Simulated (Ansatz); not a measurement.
## Geometry relaxation, with input and output: CH9BSi (part 1 of 2)

CH9BSi, computed with RKS PBE0/def2-SVP (Ansatz 0.2.0).

It belongs to a series of runs on one base structure; here: end point A relaxed.

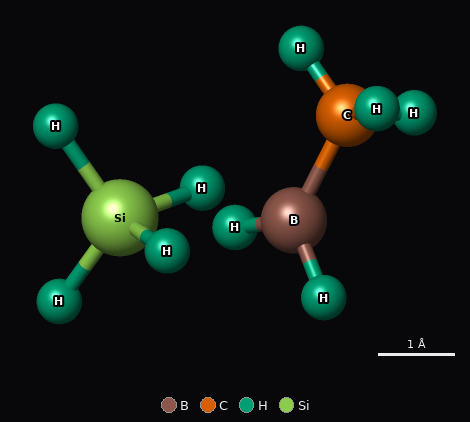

The input geometry (ball-and-stick view, seen at a tilt).

**Input**
```yaml
crystal:
  periodic: [false, false, false]
  atoms:
    - { symbol: B, position_ang: [-0.012442, 0.185198, 0.422112] }
    - { symbol: C, position_ang: [0.102246, 0.638121, 1.935485] }
    - { symbol: H, position_ang: [-0.827652, 0.526128, 2.51192] }
    - { symbol: H, position_ang: [0.937638, 0.178507, 2.483974] }
    - { symbol: H, position_ang: [0.316773, 1.725182, 1.898747] }
    - { symbol: H, position_ang: [0.986691, -0.072655, -0.216059] }
    - { symbol: H, position_ang: [-1.059716, 0.309805, -0.174402] }
    - { symbol: Si, position_ang: [-0.389202, -2.91238, 0.778722] }
    - { symbol: H, position_ang: [-0.852619, -3.180066, -0.610379] }
    - { symbol: H, position_ang: [0.974281, -3.471226, 0.997124] }
    - { symbol: H, position_ang: [-1.349146, -3.472035, 1.773404] }
    - { symbol: H, position_ang: [-0.32435, -1.449377, 1.010853] }
basis:
  gaussian: { orbitals: def2-SVP }
hamiltonian:
  xc: pbe0
relax:
  f_tol: 0.03
  max_steps: 50
```

Run on 2 threads of Arm Neoverse V2, 24 GiB of memory available, shared host.

Run as:
```bash
ansatz run input.yaml --threads 2 --pin off --max-ram 3072MiB --backend cpu --events-out ev --progress --plain --runs-dir out
```

**The program's output**
```
The last accepted step is kept in [file] (removed where the run ends without a failure and the disk answers)
Engine: ansatz 0.2.0, aarch64-unknown-linux-gnu
Functional definition: PBE0
  parameter a = 0.25
  parameter kappa = 0.804
  parameter beta = 0.06672455060314922
  exchange = (1 - a)*pbe_x(kappa = kappa, mu = beta*pi^2/3) + a*exact_x
  correlation = pbe_c(beta = beta)
1000 factors; integrals over basis functions are off by at most 5.5e-4 eV
mean field evaluation 1: about -9722.5619 eV, gradient 3.9e1 eV
mean field evaluation 2: about -9721.7001 eV, gradient 4.2e1 eV
mean field evaluation 4: about -9726.6637 eV, gradient 5.0e-1 eV
mean field evaluation 8: about -9726.6804 eV, gradient 2.3e-2 eV
mean field -9726.68041967 eV, -357.4489124420 hartree, gradient 2.1e-5 eV, S^2 0.000000; 0 other end points of the search recorded, 0 dependent functions left out
the calculation of the forces begins
reference -9726.68044906 eV, -357.4489135221 hartree; 17, 17 occupied and 74, 74 virtual orbitals, 1000 factors
relax step   1: F+E_penalty+E_count = -9726.68041967 eV  Δ(F+E_penalty+E_count) = +0.000e0 eV  max|allowed force component| = 4.927e-1 eV/Å  Δτ_max = 0.0000 Å  (23 SCF iters, accepted)
these checks for a lower state are left out or cut short: starts, cluster_reference, orbital_swaps, neighbouring_geometries, increment
1000 factors; integrals over basis functions are off by at most 5.7e-4 eV
mean field evaluation 16: about -9726.5971 eV, gradient 5.4e0 eV
mean field -9726.71287566 eV, -357.4501051777 hartree, gradient 9.1e-6 eV, S^2 0.000000; 0 other end points of the search recorded, 0 dependent functions left out
[... from here on the field's lines of each further geometry are left out, up to the last ...]
relax step   2: F+E_penalty+E_count = -9726.71287566 eV  Δ(F+E_penalty+E_count) = -3.246e-2 eV  max|allowed force component| = 3.892e-1 eV/Å  Δτ_max = 0.1960 Å  (26 SCF iters, accepted)
relax step   3: F+E_penalty+E_count = -9726.72257206 eV  Δ(F+E_penalty+E_count) = -9.696e-3 eV  max|allowed force component| = 2.090e-1 eV/Å  Δτ_max = 0.0296 Å  (27 SCF iters, accepted)
relax step   4: F+E_penalty+E_count = -9726.72601952 eV  Δ(F+E_penalty+E_count) = -3.447e-3 eV  max|allowed force component| = 5.117e-2 eV/Å  Δτ_max = 0.0270 Å  (27 SCF iters, accepted)
relax step   5: F+E_penalty+E_count = -9726.73024233 eV  Δ(F+E_penalty+E_count) = -4.223e-3 eV  max|allowed force component| = 6.295e-2 eV/Å  Δτ_max = 0.0502 Å  (26 SCF iters, accepted)
relax step   6: F+E_penalty+E_count = -9726.73556383 eV  Δ(F+E_penalty+E_count) = -5.321e-3 eV  max|allowed force component| = 1.499e-1 eV/Å  Δτ_max = 0.0629 Å  (25 SCF iters, accepted)
relax step   7: F+E_penalty+E_count = -9726.74468843 eV  Δ(F+E_penalty+E_count) = -9.125e-3 eV  max|allowed force component| = 4.336e-1 eV/Å  Δτ_max = 0.1942 Å  (24 SCF iters, accepted)
relax step   8: F+E_penalty+E_count = -9726.76315668 eV  Δ(F+E_penalty+E_count) = -1.847e-2 eV  max|allowed force component| = 3.258e-1 eV/Å  Δτ_max = 0.0633 Å  (26 SCF iters, accepted)
relax step   9: F+E_penalty+E_count = -9726.81849096 eV  Δ(F+E_penalty+E_count) = -5.533e-2 eV  max|allowed force component| = 2.319e-1 eV/Å  Δτ_max = 0.1987 Å  (26 SCF iters, accepted)
relax step  10: F+E_penalty+E_count = -9726.87227616 eV  Δ(F+E_penalty+E_count) = -5.379e-2 eV  max|allowed force component| = 6.689e-1 eV/Å  Δτ_max = 0.1934 Å  (24 SCF iters, accepted)
relax step  11: F+E_penalty+E_count = -9726.82462954 eV  Δ(F+E_penalty+E_count) = +4.765e-2 eV  max|allowed force component| = 1.504e0 eV/Å  Δτ_max = 0.1961 Å  (26 SCF iters, rejected (line search))
relax step  12: F+E_penalty+E_count = -9726.93381191 eV  Δ(F+E_penalty+E_count) = -6.154e-2 eV  max|allowed force component| = 1.515e-1 eV/Å  Δτ_max = 0.0955 Å  (25 SCF iters, accepted)
relax step  13: F+E_penalty+E_count = -9726.95517430 eV  Δ(F+E_penalty+E_count) = -2.136e-2 eV  max|allowed force component| = 1.677e-1 eV/Å  Δτ_max = 0.0966 Å  (25 SCF iters, accepted)
relax step  14: F+E_penalty+E_count = -9726.97327097 eV  Δ(F+E_penalty+E_count) = -1.810e-2 eV  max|allowed force component| = 2.352e-1 eV/Å  Δτ_max = 0.1500 Å  (25 SCF iters, accepted)
relax step  15: F+E_penalty+E_count = -9726.98025366 eV  Δ(F+E_penalty+E_count) = -6.983e-3 eV  max|allowed force component| = 2.022e-1 eV/Å  Δτ_max = 0.1446 Å  (25 SCF iters, accepted)
relax step  16: F+E_penalty+E_count = -9726.98738780 eV  Δ(F+E_penalty+E_count) = -7.134e-3 eV  max|allowed force component| = 1.110e-1 eV/Å  Δτ_max = 0.0215 Å  (27 SCF iters, accepted)
relax step  17: F+E_penalty+E_count = -9726.99108688 eV  Δ(F+E_penalty+E_count) = -3.699e-3 eV  max|allowed force component| = 6.850e-2 eV/Å  Δτ_max = 0.0438 Å  (26 SCF iters, accepted)
relax step  18: F+E_penalty+E_count = -9726.99323058 eV  Δ(F+E_penalty+E_count) = -2.144e-3 eV  max|allowed force component| = 4.494e-2 eV/Å  Δτ_max = 0.0684 Å  (26 SCF iters, accepted)
the calculation of the forces begins
reference -9726.99352016 eV, -357.4604186729 hartree; 17, 17 occupied and 74, 74 virtual orbitals, 1000 factors
relax step  19: F+E_penalty+E_count = -9726.99349260 eV  Δ(F+E_penalty+E_count) = -2.620e-4 eV  max|allowed force component| = 2.637e-2 eV/Å  Δτ_max = 0.0263 Å  (26 SCF iters, accepted)
```

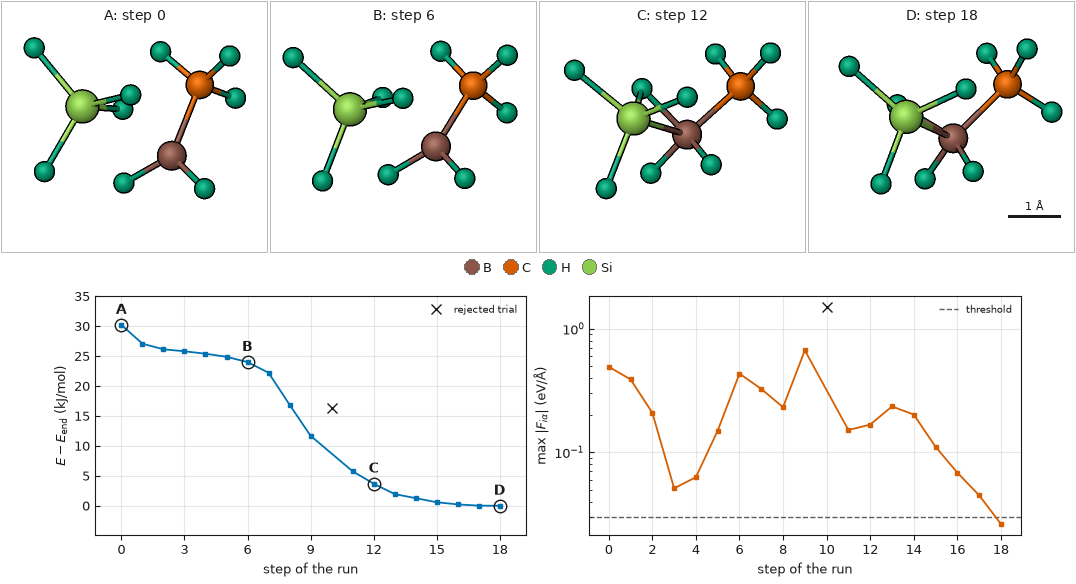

Frames of the relaxation (ball-and-stick view, seen at a tilt) above the curves, on which the letters mark them (the first geometry is step 0 here and step 1 in the log).

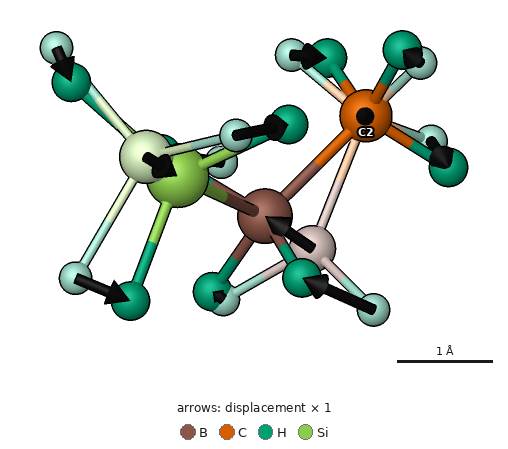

Start (faint) and end (solid) with the displacements as black arrows, at true length (ball-and-stick view, seen at a tilt). The two geometries are laid on each other by the best rigid fit. H6 moves most after the best rigid fit: 0.91 Å. Largest moves by element: H 0.91 Å, B 0.64 Å, Si 0.47 Å, C 0.19 Å. Among the contacts that change: B1–Si8 3.141 → 2.195 Å, B1–H12 1.765 → 1.317 Å, Si8–H12 1.483 → 1.643 Å, B1–H6 1.213 → 1.244 Å. New bonds form: B1–H12 (1.77 → 1.32 Å), B1–Si8 (3.14 → 2.20 Å). Among the angles that change: H11–Si8–H12 107.1° → 87.7°, H10–Si8–H12 107.9° → 121.3°, H6–B1–H7 118.3° → 106.3°. Over 18 geometry steps the energy falls by 30.2 kJ/mol. Largest force component: 0.49 eV/Å at the start, 0.026 eV/Å at the end. The line search rejected the trial step at point 10 (counted from 0) and went back. (Atoms are counted from 1 in the order of the input.)

```
1000 factors; integrals over basis functions are off by at most 4.1e-4 eV
mean field -9726.99349260 eV, -357.4604176601 hartree, gradient 9.3e-6 eV, S^2 0.000000; 1 other end points of the search recorded, 0 dependent functions left out
the calculation of the forces begins
reference -9726.99352016 eV, -357.4604186729 hartree; 17, 17 occupied and 74, 74 virtual orbitals, 1000 factors
Total energy: -9726.99352016 eV, -357.4604186729 hartree
Atom 0 at    -0.414834    -0.307227     0.672998 Å, force     0.009552     0.006672    -0.007399 eV/Å
Atom 1 at     0.216949     0.492265     1.904193 Å, force    -0.004709    -0.018920    -0.015372 eV/Å
Atom 2 at    -0.551203     0.859102     2.601942 Å, force    -0.015341     0.005469     0.009116 eV/Å
Atom 3 at     0.946275    -0.090731     2.488633 Å, force     0.012886    -0.004933     0.006814 eV/Å
Atom 4 at     0.748268     1.378312     1.521436 Å, force     0.003414     0.010872    -0.005026 eV/Å
Atom 5 at     0.423742    -0.811085    -0.095661 Å, force    -0.012272     0.004323     0.007021 eV/Å
Atom 6 at    -1.271969     0.183398    -0.033623 Å, force     0.001452     0.002574    -0.001615 eV/Å
Atom 7 at    -0.195250    -2.491509     0.666842 Å, force     0.026372    -0.001373    -0.002076 eV/Å
Atom 8 at    -0.374693    -2.897863    -0.752403 Å, force    -0.005873     0.004952     0.004651 eV/Å
Atom 9 at     1.192877    -2.623824     1.185172 Å, force     0.000863    -0.007691     0.000123 eV/Å
Atom 10 at    -1.041080    -3.418217     1.496135 Å, force    -0.009722     0.017220    -0.000331 eV/Å
Atom 11 at    -1.176580    -1.267418     1.155836 Å, force    -0.006622    -0.019164     0.004094 eV/Å
Dipole moment:     0.036048    -0.247090     0.028213 e Å
```

**Trajectory as extended XYZ (Å, eV, eV/Å), 19 frames, from step=1 to step=19**
```
12
Properties=species:S:1:pos:R:3:forces:R:3 step=1 energy=-9726.68042
B    -0.0124    0.1852    0.4221    0.0117  -0.1241   0.4927
C     0.1022    0.6381    1.9355    0.0389   0.1919  -0.2590
H    -0.8277    0.5261    2.5119    0.0043   0.0127   0.0104
H     0.9376    0.1785    2.4840    0.0023   0.0168   0.0046
H     0.3168    1.7252    1.8987   -0.0006   0.0151   0.0112
H     0.9867   -0.0727   -0.2161   -0.0058   0.0018  -0.0311
H    -1.0597    0.3098   -0.1744   -0.0105  -0.0045  -0.0453
Si   -0.3892   -2.9124    0.7787   -0.0018  -0.4157  -0.1344
H    -0.8526   -3.1801   -0.6104   -0.0046   0.0015  -0.0024
H     0.9743   -3.4712    0.9971    0.0071  -0.0078   0.0042
H    -1.3491   -3.4720    1.7734   -0.0048  -0.0010  -0.0031
H    -0.3244   -1.4494    1.0109   -0.0362   0.3133  -0.0477
12
Properties=species:S:1:pos:R:3:forces:R:3 step=2 energy=-9726.71288
B    -0.0142    0.1448    0.5136    0.0919   0.3892   0.2370
C     0.1226    0.7583    1.9707   -0.0103  -0.1785  -0.1985
H    -0.7963    0.6901    2.5735    0.0272   0.0367   0.0032
H     0.9712    0.3599    2.5503   -0.0341   0.0539  -0.0189
H     0.3239    1.8440    1.8250   -0.0392  -0.2061  -0.0530
H     0.9817   -0.1108   -0.1319   -0.0012  -0.0971   0.0091
H    -1.0550    0.2633   -0.0982   -0.0369  -0.0922   0.0081
Si   -0.4046   -3.0107    0.7057    0.0123  -0.1467   0.0676
H    -0.8671   -3.2756   -0.6835    0.0071   0.0346  -0.0083
H     0.9616   -3.5593    0.9363   -0.0107   0.0074  -0.0218
H    -1.3642   -3.5653    1.7038   -0.0011  -0.0226  -0.0269
H    -0.3571   -1.5334    0.9465   -0.0048   0.2214   0.0022
12
Properties=species:S:1:pos:R:3:forces:R:3 step=3 energy=-9726.72257
B    -0.0114    0.1511    0.5075    0.0206   0.0510   0.2090
C     0.1212    0.7426    1.9675    0.0003  -0.0695  -0.1635
H    -0.7971    0.6768    2.5708    0.0184   0.0198  -0.0073
H     0.9719    0.3489    2.5456   -0.0205   0.0290  -0.0184
H     0.3202    1.8255    1.8192   -0.0150  -0.0789  -0.0173
H     0.9816   -0.1329   -0.1316   -0.0046   0.0089  -0.0076
H    -1.0594    0.2419   -0.0980    0.0075   0.0128  -0.0097
Si   -0.4028   -2.9928    0.7140    0.0081  -0.0454   0.0275
H    -0.8612   -3.2470   -0.6786    0.0033   0.0186  -0.0088
H     0.9645   -3.5403    0.9383   -0.0047   0.0066  -0.0067
H    -1.3645   -3.5592    1.7031    0.0028  -0.0149  -0.0152
H    -0.3605   -1.5096    0.9537   -0.0162   0.0621   0.0178
12
Properties=species:S:1:pos:R:3:forces:R:3 step=4 energy=-9726.72602
B    -0.0122    0.1435    0.5140   -0.0034  -0.0342   0.0512
C     0.1224    0.7385    1.9637    0.0005  -0.0233  -0.0276
H    -0.7939    0.6840    2.5704    0.0108   0.0104  -0.0010
H     0.9751    0.3539    2.5433   -0.0067   0.0125  -0.0035
H     0.3215    1.8173    1.8000   -0.0011  -0.0049  -0.0122
H     0.9797   -0.1434   -0.1259   -0.0043   0.0040  -0.0078
H    -1.0596    0.2346   -0.0929    0.0090   0.0181  -0.0087
Si   -0.4034   -2.9887    0.7182    0.0047   0.0042  -0.0183
H    -0.8533   -3.2214   -0.6815    0.0038   0.0068   0.0004
H     0.9666   -3.5302    0.9376   -0.0007   0.0061   0.0031
H    -1.3671   -3.5782    1.6918    0.0062  -0.0051  -0.0082
H    -0.3733   -1.5048    0.9727   -0.0189   0.0055   0.0327
12
Properties=species:S:1:pos:R:3:forces:R:3 step=5 energy=-9726.73024
B    -0.0169    0.1221    0.5249   -0.0066  -0.0630  -0.0456
C     0.1264    0.7417    1.9609    0.0060  -0.0092   0.0068
H    -0.7867    0.7064    2.5728   -0.0049   0.0069   0.0085
H     0.9799    0.3665    2.5443    0.0042   0.0036   0.0061
H     0.3298    1.8148    1.7709    0.0037   0.0168  -0.0082
H     0.9735   -0.1782   -0.1145   -0.0335   0.0021   0.0106
H    -1.0639    0.2169   -0.0847    0.0318   0.0149   0.0075
Si   -0.4037   -2.9790    0.7159    0.0187  -0.0494  -0.0291
H    -0.8394   -3.1836   -0.6922    0.0060   0.0154  -0.0048
H     0.9711   -3.5092    0.9346   -0.0033   0.0165   0.0004
H    -1.3662   -3.6083    1.6643   -0.0063  -0.0104   0.0040
H    -0.4015   -1.5051    1.0143   -0.0158   0.0557   0.0438
```
